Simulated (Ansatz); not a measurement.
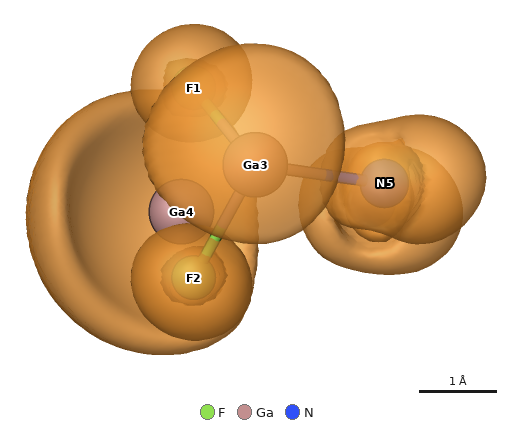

The picture shows: F₂Ga₂N₂ (triplet). Isosurface of the electron localisation function at 0.75 (orange), seen from one side. Core shells and regions of very low density are left out.

Geometry: r2SCAN-D4/def2-SVP.

Method: Ansatz 0.2.0, isolated molecule in a Gaussian basis; Kohn-Sham density functional theory, functional PBE0.

The calculation's input:

```
basis:
  gaussian: {orbitals: def2-SVPD}
crystal:
  periodic: [false, false, false]
  atoms:
    - {symbol: F, position_ang: [-0.878557, 1.067537, 0.373265]}
    - {symbol: F, position_ang: [1.033933, -0.592008, 0.262120]}
    - {symbol: Ga, position_ang: [0.192081, 0.458827, -1.014679]}
    - {symbol: Ga, position_ang: [-0.650907, -0.691127, 1.650439]}
    - {symbol: "N", position_ang: [-1.123583, -1.027940, -1.454165]}
    - {symbol: N, position_ang: [-1.568388, -1.602151, -0.534230]}
output: {forces: true, orbitals: {seedname: orbitals}}
hamiltonian: {xc: {name: PBE0}}
magnetization: {spin_polarized: true, initial_magnetization: 2}
```

Command:

```sh
ansatz run input.yaml --threads 2 --pin off --max-ram 4350MiB --events-out events.jsonl --progress --plain --runs-dir runs
```

**Describe the localisation domains.**

The surface consists of one region on N in which the atom's valence shell and bonds are merged, two lobes on Ga, pointing away from the bonds (non-bonding electrons), one lobe on N, pointing away from the bonds (non-bonding electrons) and two regions wrapped around F (the valence shell of each). Along the contacts the grid gives the following. N–N (1.17 Å): the ELF peaks at about 0.85 between the atoms; a multiple bond. Ga–F (1.86 Å): the ELF peaks at about 0.85 in the valence shell of F, 0.5 Å from its nucleus, and is about 0.15 at the midpoint.
